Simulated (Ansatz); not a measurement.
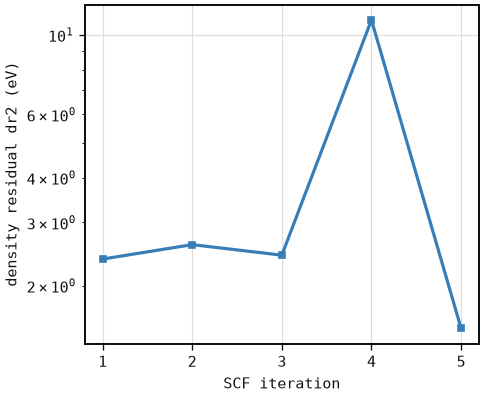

The plot shows the SCF iterations of a calculation: density residual dr2. dr2 is the charge part; the magnetisation has a residual of its own.

Al₆CoNi₅ (12 atoms in the cell), run with Ansatz.

```
crystal:
  lattice:
    - [2.8849762978, 0.0, 0.0]
    - [0.0, 2.8849762978, 0.0]
    - [0.0, 0.0, 17.3530463702]
  atoms:
    - { symbol: Al, position: [0.0, 0.0, 0.5813643961] }
    - { symbol: Al, position: [0.0, 0.0, 0.7491757473] }
    - { symbol: Al, position: [0.0, 0.0, 0.9162447753] }
    - { symbol: Al, position: [0.0, 0.0, 0.0837552247] }
    - { symbol: Al, position: [0.0, 0.0, 0.2508242527] }
    - { symbol: Al, position: [0.0, 0.0, 0.4186356039] }
    - { symbol: Co, position: [0.5, 0.5, 0.5], spin: -0.48 }
    - { symbol: Ni, position: [0.5, 0.5, 0.6653159752] }
    - { symbol: Ni, position: [0.5, 0.5, 0.8325407224] }
    - { symbol: Ni, position: [0.5, 0.5, 0.0] }
    - { symbol: Ni, position: [0.5, 0.5, 0.1674592776] }
    - { symbol: Ni, position: [0.5, 0.5, 0.3346840248] }
kpoints:
  mp_grid: { grid: [14, 14, 4] }
hamiltonian:
  xc: revpbe
scf:
  occupations: { method: gaussian, width: 0.1 }
  algorithm: direct_min
  initial_density: { chi_scale: 0.0 }
output:
  forces: true
  eigenvalues: true
  stress: true
magnetization:
  spin_polarized: true
```

Run as:
```bash
ansatz run input.yaml --threads 4 --pin off --max-ram 8192MiB --backend cpu --events-out ev --progress --plain --runs-dir out
```

### Was self-consistency reached?

It did not finish: the time limit cut it off after 5 iterations. The residual goes from 2.4 at the first step to 1.5 at the last.

### Read the residual at the first and at the last step drawn.

It starts near 2.4 and ends near 1.5 eV.
